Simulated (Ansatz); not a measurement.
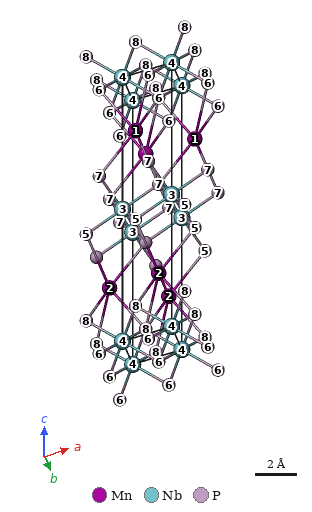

Crystalline MnNbP₂ (built on the MAX phase (211) type) (coarse preliminary run), before the relaxation. A ball-and-stick model of the cell of the calculation, seen from a free direction.

Case: MAX phase (211) type (P6_3/mmc, No. 194).

These are results of DFT PBE, scalar-relativistic, plane waves, PAW (Ansatz), not measurements.

Input file:
```yaml
crystal:
  lattice:
    - [3.1294965939, 0.0, 0.0]
    - [-1.5647482969, 2.7102235513, 0.0]
    - [0.0, 0.0, 14.0061386021]
  atoms:
    - { symbol: Mn, position: [0.3333333333, 0.6666666667, 0.75], spin: 4.49 }
    - { symbol: Mn, position: [0.6666666667, 0.3333333333, 0.25], spin: 4.49 }
    - { symbol: Nb, position: [0.0, 0.0, 0.5] }
    - { symbol: Nb, position: [0.0, 0.0, 0.0] }
    - { symbol: P, position: [0.3333333333, 0.6666666667, 0.414] }
    - { symbol: P, position: [0.6666666667, 0.3333333333, 0.914] }
    - { symbol: P, position: [0.6666666667, 0.3333333333, 0.586] }
    - { symbol: P, position: [0.3333333333, 0.6666666667, 0.086] }
basis:
  ecutwfc: 420
kpoints:
  mp_grid: { grid: [6, 6, 2] }
hamiltonian:
  xc: pbe
scf:
  occupations: { method: gaussian, width: 0.1 }
  lower_state_search: "off"
output:
  forces: true
  stress: true
  eigenvalues: true
  populations: true
magnetization:
  spin_polarized: true
relax:
  adjacent_minimum: "off"
  f_tol: 0.04
  max_steps: 70
  cell: { stress_tol: 0.4 }
```

Launched with:
```bash
ansatz run input.yaml --threads 1 --pin off --max-ram 2560MiB --backend cpu --events-out ev --progress --plain --runs-dir out
```

**Where does the relaxation end?**

The largest moves relative to the cell, 0.60 Å, are those of P5, P6, P7 and P8. P6 goes along −c. Nb and Mn stay in place. Cell: a = b 3.129 → 3.533 Å (+12.9 %), c 14.006 → 10.437 Å (−25.5 %). Volume −5.0 %. Among the contacts that change: P5–P8 4.594 → 2.219 Å, Mn1–P6 2.922 → 2.322 Å, Nb3–Nb3 3.129 → 3.533 Å, Nb3–P5 2.172 → 2.532 Å. Among the angles between lasting bonds that change: P6–Mn1–P7 103.6° → 57.1°, P6–Mn1–P6 64.7° → 99.1°, Mn1–P6–Mn1 64.7° → 99.1°. The space group stays P6_3/mmc (No. 194). Over 12 accepted moves (15 points after the start) the energy falls by 1592 meV per atom. The largest force component goes from 10 to 0.0027 eV/Å. The pressure goes from 61.15 to −0.01 GPa. The line search rejected the trial step at point 10 of the run. At 2 points the geometry stayed and the basis and grid were re-selected for the new cell (energy shift of 4.6 meV per atom at most each time). The program noted that the starting moments weren't kept.

The structure at the end:

```
Mn Nb P
1.0
     3.53313    0.00000    0.00000
    -1.76656    3.05978    0.00000
     0.00000    0.00000   10.43703
Mn Nb P
2 2 4
Direct
  0.33333 0.66667 0.75000
  0.66667 0.33333 0.25000
  0.00000 0.00000 0.50000
  0.00000 0.00000 0.00000
  0.33333 0.66667 0.35633
  0.66667 0.33333 0.85633
  0.66667 0.33333 0.64367
  0.33333 0.66667 0.14367
```

The end point in the same view:

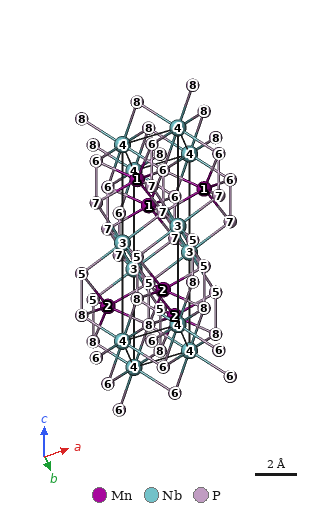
